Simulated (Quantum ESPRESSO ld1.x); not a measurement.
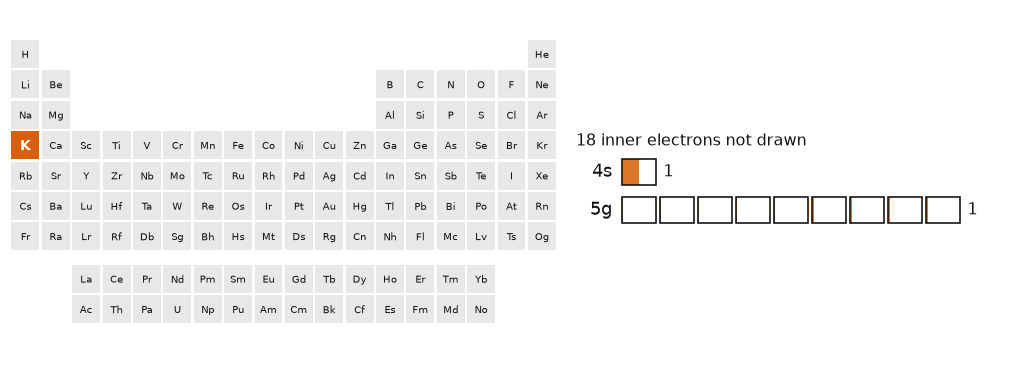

**Figure 1.** Left, the place of potassium in the periodic table; right, the outer shells as the input fills them: a box for each of the 2l + 1 orbitals, shaded by the share of the shell that is filled, with the electron count at the right.

Atomic calculation, with input and output: K

- system: K, configuration typed as [Ar] 4s1 5g1.
- method: radial all-electron Kohn-Sham run of Quantum ESPRESSO ld1.x with rel=0, dft='PBESOL' as typed

## What the run reported

- outcome: refused by the program
- hardware: 1 CPU thread, shared host

## What went wrong

This input holds a deliberate fault: g shell. The program refused the input: “Error in routine el_config (7): l not found:G”.

## Input file
```
 &input
    zed=19.0,
    iswitch=1,
    rel=0,
    dft='PBESOL',
    config='[Ar] 4s1 5g1',
    prefix='ld1',
    max_out_wfc=37,
    file_charge='ld1.rho',
 /
```

Run as:
```bash
OMP_NUM_THREADS=1 ld1.x < ld1.in > ld1.out
```

## The program's output
```
     Program LD1 v.7.5 starts

 %%%%%%%%%%%%%%%%%%%%%%%%%%%%%%%%%%%%%%%%%%%%%%%%%%%%%%%%%%%%%%%%%%%%%%%%%%%%%%
     Error in routine el_config (7):
     l not found:G
 %%%%%%%%%%%%%%%%%%%%%%%%%%%%%%%%%%%%%%%%%%%%%%%%%%%%%%%%%%%%%%%%%%%%%%%%%%%%%%

     stopping ...
```
